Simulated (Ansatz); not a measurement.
## Electronic structure of C₃H₂FNSe (SMILES Fc1ncc[se]1) in real space

Input file:

```
crystal:
  periodic: [false, false, false]
  atoms:
    - { symbol: F, position_ang: [2.8387, 0.0276, 0.131] }
    - { symbol: C, position_ang: [1.494, 0.1845, 0.0863] }
    - { symbol: "N", position_ang: [0.6962, -0.8886, -0.0595] }
    - { symbol: C, position_ang: [-0.6389, -0.7321, -0.1038] }
    - { symbol: C, position_ang: [-1.1877, 0.5299, 0.0006] }
    - { symbol: Se, position_ang: [0.3375, 1.8106, 0.2005] }
    - { symbol: H, position_ang: [-1.2792, -1.5964, -0.2211] }
    - { symbol: H, position_ang: [-2.2606, 0.6645, -0.0341] }
basis:
  gaussian:
    orbitals: "6-31G*"
hamiltonian:
  xc: r2scan
output:
  orbitals: {}
```

Command:

```sh
python run_energy.py
```

Level of theory: SCF r2SCAN, Gaussian basis (Ansatz 0.2.0).

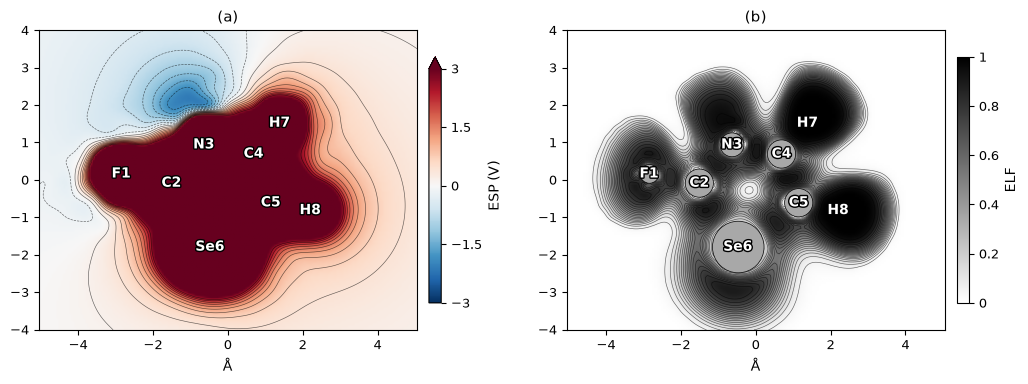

Figure 1. (a) electrostatic potential; (b) ELF on the molecular plane. Grey discs cover the atomic cores in the ELF map.

Q: Read the bonding off the picture.

A: The section cuts through F, C, N, Se and H sites. C–N (1.34 Å): the ELF peaks at about 0.90 between the atoms; localised, covalent bonding. C–F (1.35 Å): the ELF peaks at about 0.85 between the atoms (a polar covalent bond). C–C (1.38 Å): the ELF peaks at about 0.95 between the atoms; a covalent bond. C–Se (2.00 Å): the ELF peaks at about 0.90 between the atoms (a shared electron pair). C–H (1.08 Å): the ELF climbs to about 1 towards the hydrogen, as it does in any bond to H: an ordinary covalent bond to hydrogen. The ELF also peaks beside Se6, F1 and N3, away from the bonds: lone-pair regions. Outside the dense part of the molecule the potential is most negative (−2.1 V) near N3.

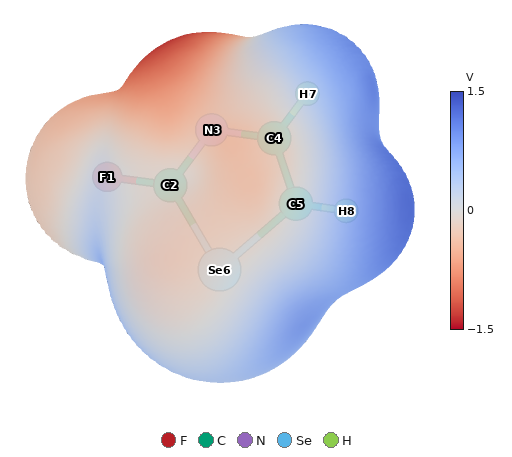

Figure 2. The molecular electrostatic potential painted on the density surface at 0.001 e/bohr³, seen at a tilt; the colour scale runs from red (negative) to blue (positive).

Q: Where is the surface potential most negative and most positive?

A: The most negative region (about −1.4 V) lies over N3, the most positive (about +1.2 V) over H8. N3 is the likeliest acceptor of a hydrogen bond.

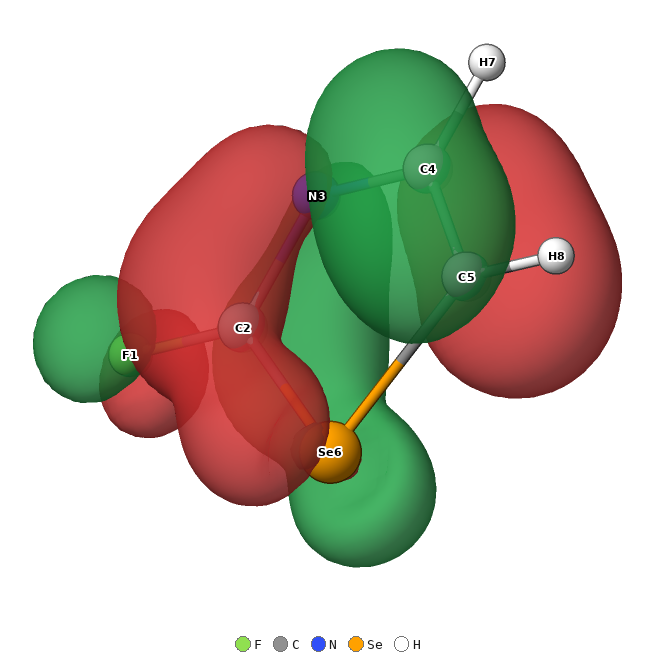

Figure 3. The HOMO at ±0.1 Å⁻³ᐟ² (green and red are the two phases), seen at an oblique angle.

Q: Describe this orbital and give its energy.

A: Its weight (Hirshfeld) is mainly on C5 (about 30 %), C4 (about 20 %), C2 (about 20 %), Se6 (about 10 %), N3 (about 10 %) and F1 (about 10 %); it changes sign across the molecular plane (π type); π-bonding across C2–N3, C2–Se6 and C4–C5; π-antibonding (a node) across F1–C2, N3–C4 and C5–Se6. Its energy is −6.16 eV.

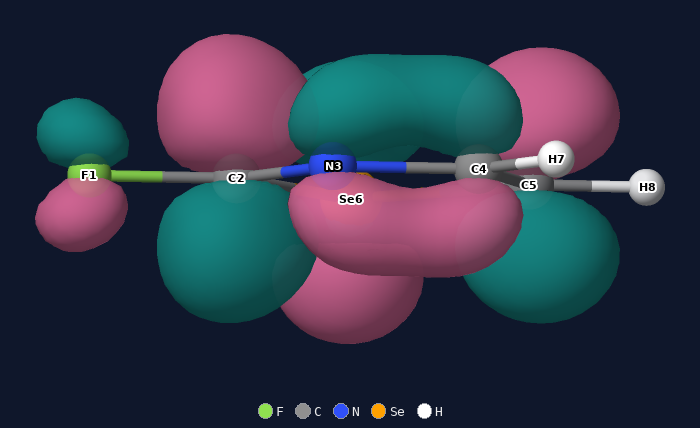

Figure 4. The LUMO at ±0.15 Å⁻³ᐟ² (teal and pink are the two phases), seen from one side.

Q: Describe this orbital and give its energy.

A: By Hirshfeld shares it lies mainly on C2 (about 30 %), C5 (about 20 %), Se6 (about 20 %), N3 (about 10 %), C4 (about 10 %) and F1 (about 5 %); it changes sign across the molecular plane (π type); π-bonding across N3–C4; π-antibonding (a node) across C2–N3, C2–Se6, C4–C5 and C5–Se6. Its energy is −2.00 eV.
